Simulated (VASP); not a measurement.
Band structure of Ca₃Tl (space group Fm-3m). Calculation: PBEsol GGA, VASP's PBE PAW potentials (set 64) (plane waves; VASP).

Unless said otherwise, spin-orbit coupling is left out, though it shifts the bands of the heavy elements here.

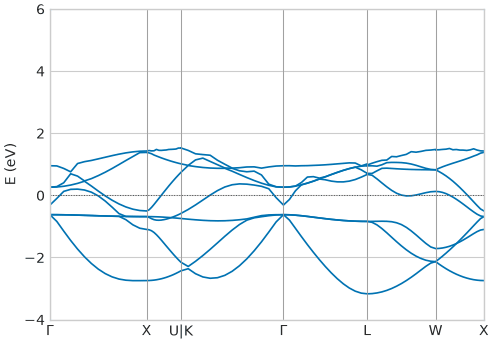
Figure. Bands along high-symmetry lines, zero at the valence-band maximum or, without a gap, the Fermi level

Problem. Read the plot: is there a gap, and where are the band edges?

Solution. It has no gap at this level: it comes out as a metal or semimetal. (Edges off the drawn lines would not show.)

The structure comes from a computed database's Ca3Tl entry (Fm-3m); how it stands against other phases isn't given here. It was relaxed first. The electron count is odd and the run is not spin-polarised, which forces a metal.
